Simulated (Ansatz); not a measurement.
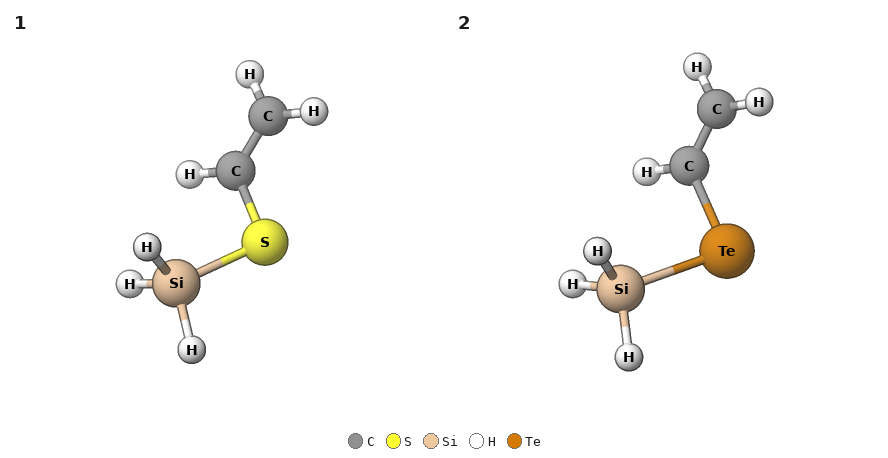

2 molecules with one skeleton, seen from the same side and at one scale. Each species is neutral and a spin singlet. Computed geometries: PBE0-D4/def2-TZVP optimisations, one conformation each. Properties computed with Ansatz 0.2.0. Elements past Kr carry core potentials.

One atom differs, called X below: S in panel 1, Te in panel 2. Their formulas are C2H6SSi (`C=CS[SiH3]`), C2H6SiTe (`C=C[Te][SiH3]`).

Question: In which is the angle C–X–Si larger (PBE0-D4/def2-TZVP)?

Answer: In panel 1 (X = S).

Question: In which is the HOMO energy (Kohn–Sham orbital) higher (ωB97M-V/def2-SVP)?

Answer: In panel 2 (X = Te).

Give the values. With PBE0-D4/def2-TZVP: length of X–C (Å), length of X–Si (Å), angle C–X–Si (°). With ωB97M-V/def2-SVP: HOMO energy (Kohn–Sham orbital) (eV), HOMO–LUMO gap (eV).

```tsv
quantity	1 (S)	2 (Te)	2 − 1
length of X–C (Å)	1.761	2.104	+0.343
length of X–Si (Å)	2.134	2.490	+0.356
angle C–X–Si (°)	99.3	93.6	−5.7
HOMO energy (Kohn–Sham orbital) (eV)	−8.76	−8.13	+0.63
HOMO–LUMO gap (eV)	10.77	9.51	−1.26
```
